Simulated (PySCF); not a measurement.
# As2H10Si3: the cost of one run

Programs: PySCF 2.14.0, with density-fitted response routines of our own. Each step states its level of theory. These are calculated values for one molecule in the gas phase, unless marked as measured. Atoms are numbered from 0 throughout.

### 1 The starting structure

15 atoms, charge 0, multiplicity 1; geometry from: GFN2-xTB.

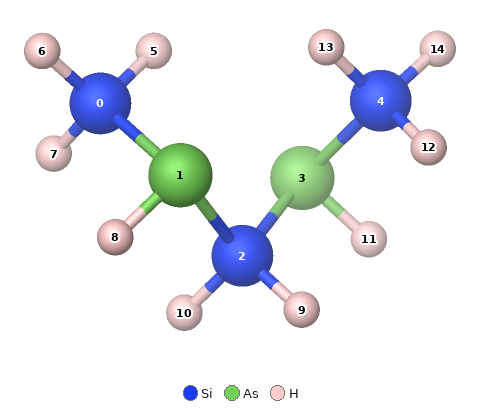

The starting geometry (silicon blue, arsenic green, hydrogen pink), atoms numbered.

### 2 Excited states and response: CAM-B3LYP/def2-SVPD

The job: settings as JSON, then the geometry in Å.

```
{"job": {"kind": "uv", "xc": "CAM-B3LYP", "basis": "def2-SVPD", "nstates": 8, "ntriplets": 3}, "charge": 0, "multiplicity": 1}
Si    -2.176852     1.251447     0.011474
As    -1.291988    -0.353335     1.427998
Si    -0.186963    -1.531932    -0.262796
As     1.228137    -0.156614    -1.517970
Si     2.406940     0.641071     0.309465
H     -1.070161     2.091965    -0.487612
H     -3.122057     2.124424     0.719662
H     -2.873046     0.724808    -1.173033
H     -2.518829    -1.226458     1.347690
H      0.539750    -2.659513     0.362027
H     -1.131360    -2.190782    -1.192340
H      2.210336    -1.270081    -1.780621
H      2.913057    -0.393612     1.225136
H      1.510430     1.507082     1.101435
H      3.558194     1.449521    -0.112427
```

Level: TDDFT CAM-B3LYP/def2-SVPD, vertical, gas phase, core orbitals frozen in the response.

Command:

```
$ OMP_NUM_THREADS=1 python probes_run.py task.json out
```

The driver reads the jobs from task.json and runs them one after another.

**Question.** How long does this job take on 1 thread of Arm Neoverse N1, shared host, and how much memory does it need?

About 1.9 min, with a peak of 1.1 GiB.
